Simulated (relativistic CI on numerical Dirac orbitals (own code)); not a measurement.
## Relativistic CI calculation for Hf⁴⁺

System: Hf⁴⁺.
Method: Dirac-Coulomb-Breit CI, KLI orbitals optimised for each configuration, model QED (radiative potential, 1s self-energy scaled to tabulated hydrogen-like ionisation energies), valence Slater integrals scaled by 0.8, multiplet model of core-to-valence dipole absorption in a parametric crystal field (relativistic CI on numerical Dirac orbitals, in-house).

### Summary

| quantity | value |
| --- | --- |
| outcome | converged |
| hardware | 1 CPU thread, shared host |

### Notes

Caveats: free-ion energies, so absolute edge positions are off by a few eV from solids.

### The input
```
atom Hf  Z=72  charge=4  electrons=68
nucleus A=180  rms_radius_fm=5.3470
hamiltonian dirac-coulomb  breit=on  qed=on  c_scale=1
orbitals kli  potential=per-configuration
slater_scale 0.8
correlation none
mixing on
configurations
  [Xe] 4f14
  [He] 2s2 2p5 3s2 3p6 3d10 4s2 4p6 4d10 4f14 5s2 5p6 5d
end
absorption L2,3 T=10 lorentz=7.5 gauss=1
crystal_field Td 10Dq=-20100
```

The program writes its results to a structured record and prints no log; tables and figures of this report are taken from that record.

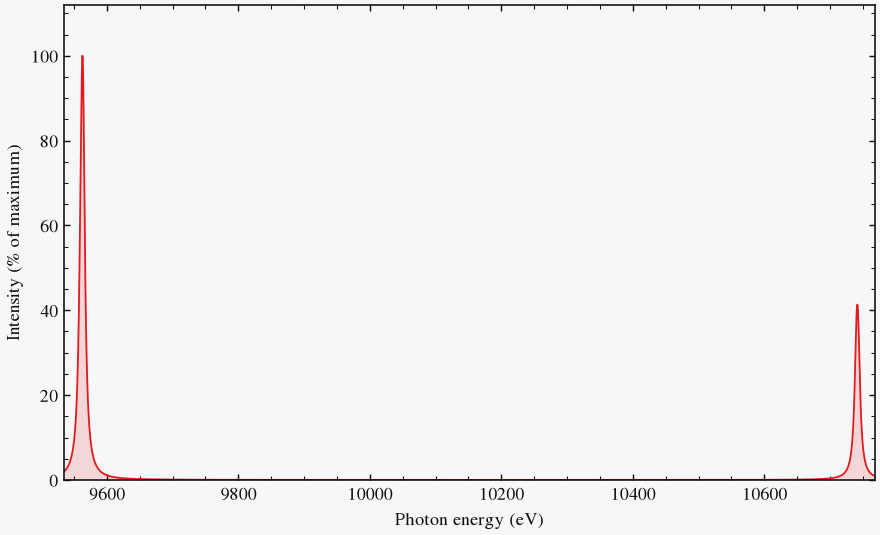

L₂,₃ X-ray absorption of Hf⁴⁺ (hafnium, Z = 72), [Xe] 4f¹⁴, in a field of Td symmetry with 10Dq = −20,100 cm⁻¹. Multiplet model: relativistic Dirac–Coulomb–Breit theory, one configuration a step, Slater integrals scaled by 0.8, 10 K, Voigt broadening (Lorentzian 7.5 eV, Gaussian 1 eV full widths), computed with a radial Dirac CI code. The main maxima lie at 9563.1 eV (100) and 10741.4 eV (41), heights in % of the largest; the centroid is at 9909.8 eV. The lower edge holds 0.71 of the intensity (branching ratio, edges parted at 10152 eV), and the core spin-orbit splitting of the orbitals is 1200 eV. The ground state has S = 0.00.
